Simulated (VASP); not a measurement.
# A VASP study of SrIr2 (LDA): structure first, properties next, part 4 of 6

Aim: relax SrIr2, then compute properties on the relaxed cell. Left out of this account: 1 further run (relaxation: it shows nothing beyond the runs told). The start is a computed cell from the Materials Project.

VASP 6.6.1; LDA; plane waves and PAW (Sr_sv, Ir).

So far. Step 5 (Bands along the symmetry lines (LDA)): There is no gap at this level. Step 6 (Density of states (LDA)): The finer mesh and the other smearing move the Fermi level by +0.02 eV from the 5×5×5 run, a small shift, which tests the Fermi level alone. Of the states within 0.3 eV of the Fermi level, the largest shares in the PAW spheres are Ir d 84 % and Ir p 6 %. The rest lies in smaller channels or between the spheres.

## (7) Vibrations at Γ (LDA)

Zone-centre modes test whether the atoms sit at a minimum within this cell. IBRION = 8 takes the force constants from linear response, which needs tightly converged orbitals.

The input, INCAR:

```
SYSTEM = SrIr2
PREC = Accurate
ENCUT = 400
EDIFF = 1E-08
NELM = 100
ISMEAR = 1
SIGMA = 0.2
LREAL = .FALSE.
ALGO = Normal
GGA = CA
NBANDS = 34
LASPH = .TRUE.
LORBIT = 11
LWAVE = .FALSE.
LCHARG = .FALSE.
KPAR = 4
IBRION = 8
ISIF = 2
```

The input, POSCAR:

```
SrIr2
1.0
    0.0000000000      3.7999648901      3.7999648901
    3.7999648901      0.0000000000      3.7999648901
    3.7999648901      3.7999648901      0.0000000000
Sr Ir
2 4
Direct
    0.2500000000      0.2500000000      0.2500000000
    0.0000000000      0.0000000000      0.0000000000
    0.6250000000      0.1250000000      0.6250000000
    0.6250000000      0.6250000000      0.1250000000
    0.1250000000      0.6250000000      0.6250000000
    0.6250000000      0.6250000000      0.6250000000
```

The input, KPOINTS:

```
Automatic mesh
0
Gamma
7 7 7
0 0 0
```

Potentials, in the order of the species: Sr_sv and Ir (LDA family, release 64).

Command:

```bash
$ mpirun -np 4 vasp_std
```

The log of the run:

```text
[... set-up lines as in an earlier step ...]
 entering main loop
       N       E                     dE             d eps       ncg     rms          rms(c)
DAV:   1     0.493662810609E+03    0.49366E+03   -0.22153E+04  1360   0.132E+03
DAV:   2    -0.354410423148E+01   -0.49721E+03   -0.48469E+03  1368   0.449E+02
DAV:   3    -0.477046257631E+02   -0.44161E+02   -0.42736E+02  2094   0.111E+02
DAV:   4    -0.506381077690E+02   -0.29335E+01   -0.29126E+01  2144   0.268E+01
DAV:   5    -0.507191860990E+02   -0.81078E-01   -0.80905E-01  2022   0.372E+00    0.624E+01
DAV:   6    -0.472617150502E+02    0.34575E+01   -0.27403E+01  2096   0.310E+01    0.142E+01
DAV:   7    -0.469153122922E+02    0.34640E+00   -0.23849E+00  2038   0.959E+00    0.125E+01
DAV:   8    -0.468331134557E+02    0.82199E-01   -0.30258E-01  1930   0.270E+00    0.250E+00
DAV:   9    -0.468221273054E+02    0.10986E-01   -0.68432E-02  1980   0.174E+00    0.727E-01
DAV:  10    -0.468217916073E+02    0.33570E-03   -0.47699E-03  1870   0.365E-01    0.173E-01
DAV:  11    -0.468218345275E+02   -0.42920E-04   -0.27665E-04  2162   0.922E-02    0.643E-02
DAV:  12    -0.468218270765E+02    0.74511E-05   -0.66586E-05  1896   0.484E-02    0.913E-03
DAV:  13    -0.468218268705E+02    0.20598E-06   -0.27824E-06  1992   0.115E-02    0.196E-03
DAV:  14    -0.468218268548E+02    0.15696E-07   -0.22920E-07  2026   0.274E-03    0.685E-04
DAV:  15    -0.468218268556E+02   -0.80490E-09   -0.65676E-09   882   0.632E-04
   1 F= -.46821827E+02 E0= -.46817811E+02  d E =-.120461E-01
 Linear response reoptimize wavefunctions to high precision
DAV:   1    -0.468218268554E+02    0.18190E-09   -0.31939E-09   866   0.433E-04
DAV:   2    -0.468218268555E+02   -0.10368E-09   -0.91112E-10   792   0.219E-04
DAV:   3    -0.468218268555E+02    0.46384E-10   -0.40314E-10   794   0.143E-04
 Linear response DOF=           2
 Linear response progress:
  Degree of freedom:   1/  2
       N       E                     dE             d eps       ncg     rms          rms(c)
RMM:   1    -0.297453514878E+00   -0.29745E+00    0.79203E-01  7289   0.373E+00
RMM:   2    -0.292355673169E+00    0.50978E-02   -0.68252E-02  7637   0.998E-01    0.318E-01
RMM:   3    -0.293656076581E+00   -0.13004E-02   -0.70913E-03  9023   0.308E-01    0.275E-01
RMM:   4    -0.293658643648E+00   -0.25671E-05   -0.10226E-03  7725   0.162E-01    0.175E-01
RMM:   5    -0.293559761552E+00    0.98882E-04   -0.37475E-04  6310   0.125E-01    0.515E-02
RMM:   6    -0.293642288455E+00   -0.82527E-04   -0.16335E-04  9358   0.490E-02    0.186E-02
RMM:   7    -0.293679019784E+00   -0.36731E-04   -0.39265E-05 10902   0.194E-02    0.142E-02
RMM:   8    -0.293699174665E+00   -0.20155E-04   -0.94897E-06 10987   0.833E-03    0.298E-03
RMM:   9    -0.293693331374E+00    0.58433E-05   -0.11835E-06 10923   0.432E-03    0.153E-03
RMM:  10    -0.293692361093E+00    0.97028E-06   -0.12217E-06 11303   0.244E-03    0.434E-04
RMM:  11    -0.293690241357E+00    0.21197E-05   -0.15654E-06 11080   0.164E-03    0.322E-04
RMM:  12    -0.293689645029E+00    0.59633E-06   -0.18477E-06 11048   0.125E-03    0.111E-04
RMM:  13    -0.293689322124E+00    0.32291E-06   -0.13200E-06 11312   0.104E-03    0.560E-05
RMM:  14    -0.293689115299E+00    0.20682E-06   -0.65382E-07 11242   0.928E-04    0.535E-05
RMM:  15    -0.293688973396E+00    0.14190E-06   -0.67853E-07 11184   0.861E-04    0.285E-05
RMM:  16    -0.293688873869E+00    0.99527E-07   -0.63176E-07 11300   0.818E-04    0.141E-05
RMM:  17    -0.293688831255E+00    0.42614E-07   -0.60058E-07 11382   0.790E-04    0.129E-05
RMM:  18    -0.293688807336E+00    0.23919E-07   -0.51367E-07 11363   0.773E-04    0.753E-06
RMM:  19    -0.293688793867E+00    0.13469E-07   -0.47059E-07 11415   0.763E-04    0.131E-05
RMM:  20    -0.293688832720E+00   -0.38854E-07   -0.39851E-07 11465   0.755E-04    0.182E-05
RMM:  21    -0.293688894083E+00   -0.61362E-07   -0.40701E-07 11557   0.751E-04    0.347E-05
RMM:  22    -0.293688919610E+00   -0.25528E-07   -0.39801E-07 11515   0.748E-04    0.384E-05
RMM:  23    -0.293688876439E+00    0.43172E-07   -0.39973E-07 11583   0.746E-04    0.357E-05
RMM:  24    -0.293688877715E+00   -0.12767E-08   -0.33587E-07 11569   0.744E-04    0.343E-05
 first order change of Fermi-energy  -0.77347E-04
 force on displaced ion       1 direction 1 :  -7.480  -0.000  -0.000
 Linear response progress:
  Degree of freedom:   2/  2
       N       E                     dE             d eps       ncg     rms          rms(c)
RMM:   1    -0.210026670460E+00   -0.21003E+00   -0.20439E-01 12028   0.194E+00
RMM:   2    -0.201781585990E+00    0.82451E-02   -0.11641E-02  9716   0.619E-01    0.241E-01
RMM:   3    -0.201966927341E+00   -0.18534E-03   -0.11565E-03 12017   0.134E-01    0.139E-01
RMM:   4    -0.202176507938E+00   -0.20958E-03   -0.61447E-04 12479   0.948E-02    0.136E-02
RMM:   5    -0.202195964174E+00   -0.19456E-04   -0.67219E-05 14711   0.268E-02    0.990E-03
RMM:   6    -0.202198767540E+00   -0.28034E-05   -0.88337E-06 13845   0.130E-02    0.824E-03
RMM:   7    -0.202199858839E+00   -0.10913E-05   -0.47261E-06 13871   0.919E-03    0.165E-03
RMM:   8    -0.202194648833E+00    0.52100E-05   -0.13818E-06 16699   0.332E-03    0.113E-03
RMM:   9    -0.202193317975E+00    0.13309E-05   -0.11802E-06 17016   0.159E-03    0.824E-04
RMM:  10    -0.202191330738E+00    0.19872E-05   -0.72654E-08 16858   0.883E-04    0.419E-04
RMM:  11    -0.202190087487E+00    0.12433E-05   -0.21917E-07 16590   0.664E-04    0.110E-04
RMM:  12    -0.202190025202E+00    0.62284E-07    0.89226E-09 17989   0.519E-04    0.494E-05
RMM:  13    -0.202190067681E+00   -0.42478E-07   -0.24434E-08 17622   0.469E-04    0.175E-05
RMM:  14    -0.202190095783E+00   -0.28103E-07   -0.90708E-10 17501   0.455E-04    0.756E-06
RMM:  15    -0.202190111134E+00   -0.15351E-07   -0.81187E-08 17600   0.447E-04    0.594E-06
RMM:  16    -0.202190110474E+00    0.65997E-09   -0.53538E-08 17311   0.445E-04    0.243E-06
 first order change of Fermi-energy   0.64250E-03
 force on displaced ion       3 direction 1 :  -6.017   0.994  -0.994
 Linear response finished
```

Run time: 5.7 min. Hardware: 4 MPI ranks of AMD EPYC 7R43, shared host; peak memory 2.2 GiB; 23 min of CPU time.

From OUTCAR (step 7):

```text
   k-points           NKPTS =     20   k-points in BZ     NKDIM =     20   number of bands    NBANDS=     34

   NELECT =      56.0000    total number of electrons

  Total       -0.0550243     -0.0550243     -0.0550243     -0.0000000      0.0000000      0.0000000
  in kB       -0.8033346     -0.8033346     -0.8033346     -0.0000000      0.0000000      0.0000000
  external PRESSURE =      -0.8033346 kB  Pullay stress =       0.0000000 kB

 POSITION                                       TOTAL-FORCE (eV/Angst)
 -----------------------------------------------------------------------------------
      1.89998      1.89998      1.89998        -0.000000     -0.000000     -0.000000
      0.00000      0.00000      0.00000         0.000000      0.000000      0.000000
      2.84997      4.74996      2.84997         0.000000      0.000000     -0.000000
      2.84997      2.84997      4.74996         0.000000      0.000000     -0.000000
      4.74996      2.84997      2.84997         0.000000      0.000000     -0.000000
      4.74996      4.74996      4.74996         0.000000      0.000000     -0.000000
 -----------------------------------------------------------------------------------
    total drift:                                0.000000      0.000000      0.000000

 Eigenvectors and eigenvalues of the dynamical matrix
 ----------------------------------------------------

   1 f  =    6.134651 THz    38.545148 2PiTHz  204.629925 cm-1    25.370866 meV
             X         Y         Z           dx          dy          dz
      1.899982  1.899982  1.899982    -0.000000   -0.000000    0.000000
      0.000000  0.000000  0.000000    -0.000000   -0.000000    0.000000
      2.849974  4.749956  2.849974    -0.288675    0.288675   -0.288675
      2.849974  2.849974  4.749956    -0.288675   -0.288675    0.288675
      4.749956  2.849974  2.849974     0.288675   -0.288675   -0.288675
      4.749956  4.749956  4.749956     0.288675    0.288675    0.288675

   2 f  =    5.046602 THz    31.708734 2PiTHz  168.336513 cm-1    20.871058 meV
             X         Y         Z           dx          dy          dz
      1.899982  1.899982  1.899982     0.649724    0.258278   -0.105600
      0.000000  0.000000  0.000000    -0.649724   -0.258278    0.105600
      2.849974  4.749956  2.849974     0.000000   -0.000000   -0.000000
      2.849974  2.849974  4.749956    -0.000000   -0.000000   -0.000000
      4.749956  2.849974  2.849974    -0.000000   -0.000000    0.000000
      4.749956  4.749956  4.749956    -0.000000   -0.000000    0.000000

   3 f  =    5.046602 THz    31.708734 2PiTHz  168.336513 cm-1    20.871058 meV
             X         Y         Z           dx          dy          dz
      1.899982  1.899982  1.899982    -0.213593    0.632552    0.232929
      0.000000  0.000000  0.000000     0.213593   -0.632552   -0.232929
      2.849974  4.749956  2.849974    -0.000000   -0.000000   -0.000000
      2.849974  2.849974  4.749956     0.000000   -0.000000   -0.000000
      4.749956  2.849974  2.849974    -0.000000   -0.000000    0.000000
      4.749956  4.749956  4.749956     0.000000   -0.000000    0.000000

   4 f  =    5.046602 THz    31.708734 2PiTHz  168.336513 cm-1    20.871058 meV
             X         Y         Z           dx          dy          dz
      1.899982  1.899982  1.899982     0.179545   -0.182128    0.659236
      0.000000  0.000000  0.000000    -0.179545    0.182128   -0.659236
      2.849974  4.749956  2.849974    -0.000000    0.000000    0.000000
      2.849974  2.849974  4.749956    -0.000000    0.000000    0.000000
      4.749956  2.849974  2.849974    -0.000000    0.000000   -0.000000
      4.749956  4.749956  4.749956    -0.000000    0.000000   -0.000000

   5 f  =    4.744187 THz    29.808607 2PiTHz  158.249047 cm-1    19.620372 meV
             X         Y         Z           dx          dy          dz
      1.899982  1.899982  1.899982    -0.363385   -0.275809   -0.387522
      0.000000  0.000000  0.000000    -0.363385   -0.275809   -0.387522
[...]
0.000000  0.000000  0.000000     0.169578    0.380503   -0.429829
      2.849974  4.749956  2.849974    -0.223103   -0.075190    0.101938
      2.849974  2.849974  4.749956     0.108605   -0.005774    0.032522
      4.749956  2.849974  2.849974    -0.047153   -0.251139    0.188280
      4.749956  4.749956  4.749956    -0.067345   -0.181723    0.257696

   8 f  =    2.819560 THz    17.715819 2PiTHz   94.050405 cm-1    11.660759 meV
             X         Y         Z           dx          dy          dz
      1.899982  1.899982  1.899982     0.000000    0.000000    0.000000
      0.000000  0.000000  0.000000    -0.000000    0.000000    0.000000
      2.849974  4.749956  2.849974    -0.329888   -0.186601    0.143287
      2.849974  2.849974  4.749956     0.329888   -0.463828   -0.133940
      4.749956  2.849974  2.849974     0.320541    0.463828   -0.143287
      4.749956  4.749956  4.749956    -0.320541    0.186601    0.133940

   9 f  =    2.819560 THz    17.715819 2PiTHz   94.050405 cm-1    11.660759 meV
             X         Y         Z           dx          dy          dz
      1.899982  1.899982  1.899982     0.000000    0.000000   -0.000000
      0.000000  0.000000  0.000000     0.000000    0.000000   -0.000000
      2.849974  4.749956  2.849974    -0.351287   -0.311159    0.040127
      2.849974  2.849974  4.749956     0.351287    0.130439    0.481726
      4.749956  2.849974  2.849974    -0.170567   -0.130439   -0.040127
      4.749956  4.749956  4.749956     0.170567    0.311159   -0.481726

  10 f  =    2.819560 THz    17.715819 2PiTHz   94.050405 cm-1    11.660759 meV
             X         Y         Z           dx          dy          dz
      1.899982  1.899982  1.899982    -0.000000   -0.000000    0.000000
      0.000000  0.000000  0.000000     0.000000   -0.000000   -0.000000
      2.849974  4.749956  2.849974     0.133311   -0.344035   -0.477345
      2.849974  2.849974  4.749956    -0.133311    0.133601    0.000290
      4.749956  2.849974  2.849974     0.343745   -0.133601    0.477345
      4.749956  4.749956  4.749956    -0.343745    0.344035   -0.000290

  11 f  =    1.945379 THz    12.223178 2PiTHz   64.890863 cm-1     8.045438 meV
             X         Y         Z           dx          dy          dz
      1.899982  1.899982  1.899982     0.000000    0.000000   -0.000000
      0.000000  0.000000  0.000000     0.000000    0.000000    0.000000
      2.849974  4.749956  2.849974     0.135833    0.401326    0.265493
      2.849974  2.849974  4.749956     0.135833   -0.401326   -0.265493
      4.749956  2.849974  2.849974    -0.135833   -0.401326    0.265493
      4.749956  4.749956  4.749956    -0.135833    0.401326   -0.265493

  12 f  =    1.945379 THz    12.223178 2PiTHz   64.890863 cm-1     8.045438 meV
             X         Y         Z           dx          dy          dz
      1.899982  1.899982  1.899982     0.000000   -0.000000    0.000000
      0.000000  0.000000  0.000000     0.000000   -0.000000    0.000000
      2.849974  4.749956  2.849974     0.384988    0.074859   -0.310129
      2.849974  2.849974  4.749956     0.384988   -0.074859    0.310129
      4.749956  2.849974  2.849974    -0.384988   -0.074859   -0.310129
      4.749956  4.749956  4.749956    -0.384988    0.074859    0.310129

  13 f  =    1.155861 THz     7.262488 2PiTHz   38.555371 cm-1     4.780255 meV
             X         Y         Z           dx          dy          dz
      1.899982  1.899982  1.899982    -0.159932   -0.149626   -0.025002
      0.000000  0.000000  0.000000    -0.159932   -0.149626   -0.025002
      2.849974  4.749956  2.849974    -0.132606   -0.226882    0.024087
      2.849974  2.849974  4.749956     0.242391    0.254359   -0.457154
      4.749956  2.849974  2.849974    -0.207839   -0.151649   -0.006924
      4.749956  4.749956  4.749956     0.317624    0.329593    0.474317
    [... 43 further lines ...]
      4.749956  2.849974  2.849974    -0.405305    0.195377    0.019785
      4.749956  4.749956  4.749956    -0.406019    0.196713    0.021121

 ELASTIC MODULI CONTR FROM IONIC RELAXATION (kBar)
 Direction    XX          YY          ZZ          XY          YZ          ZX
 --------------------------------------------------------------------------------
 XX          -0.0000      0.0000      0.0000     -0.0000      0.0000     -0.0000
 YY           0.0000     -0.0000      0.0000     -0.0000     -0.0000      0.0000
 ZZ           0.0000      0.0000     -0.0000      0.0000     -0.0000     -0.0000
 XY          -0.0000     -0.0000      0.0000     -1.1790     -0.0000      0.0000
 YZ           0.0000     -0.0000     -0.0000     -0.0000     -1.1790      0.0000
 ZX          -0.0000      0.0000     -0.0000      0.0000      0.0000     -1.1790
 --------------------------------------------------------------------------------

[... 8 parts as in an earlier step ...]

[... 2 further parts left out ...]
```

Energies printed during the response cycles are not total energies of the cell.

This step gave:

```
bands                     : 34
pressure of the cell      : -0.08033 GPa
largest force of the cell : 0 eV/Å
Fermi energy              : 6.255 eV
```

Modes at Γ, with each element's share of the kinetic energy:

```
mode  frequency (cm⁻¹)  symmetry  Sr %  Ir %
   1              -0.1  acoustic    19    81
   2              -0.1  acoustic    19    81
   3              -0.1  acoustic    19    81
   4              38.6       T1u    10    90
   5              38.6       T1u    10    90
   6              38.6       T1u    10    90
   7              64.9        Eu     0   100
   8              64.9        Eu     0   100
   9              94.1       T2u     0   100
  10              94.1       T2u     0   100
  11              94.1       T2u     0   100
  12             158.2       T1u    72    28
  13             158.2       T1u    72    28
  14             158.2       T1u    72    28
  15             168.3       T2g   100     0
  16             168.3       T2g   100     0
  17             168.3       T2g   100     0
  18             204.6       A2u     0   100
```

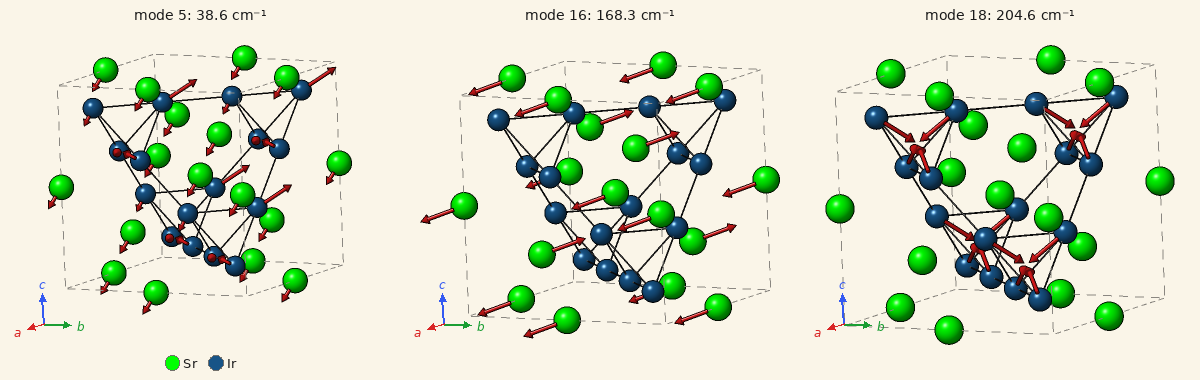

Displacement patterns of modes 5, 16 and 18 at Γ; arrows are exaggerated. Some periodic images of atoms are drawn too.

The three acoustic modes lie within 0.1 cm⁻¹ of zero, and all others are real. By the characters of their eigenvectors the optical modes sort into (cm⁻¹) Raman active: T2g 168; infrared active: T1u 39, T1u 158; silent: Eu 65, T2u 94, A2u 205. With a centre of inversion no mode is active in both.

[end of part 4 of 6]

[Lines on the potential files, build, host, timing and source positions are cut from VASP's logs without a mark.]

[Logs are printed without paths, hosts, clocks, repeated set-up lines and the standing remarks that a program may print on its own settings, such as how far it seeks lower states.]

[Hosts, paths, dates, database ids (printed as entryN), source tags and the programs' standing remarks are cut or masked in the printed files.]

[A measured line is paired with the nearest computed mode of its activity, which favours agreement.]
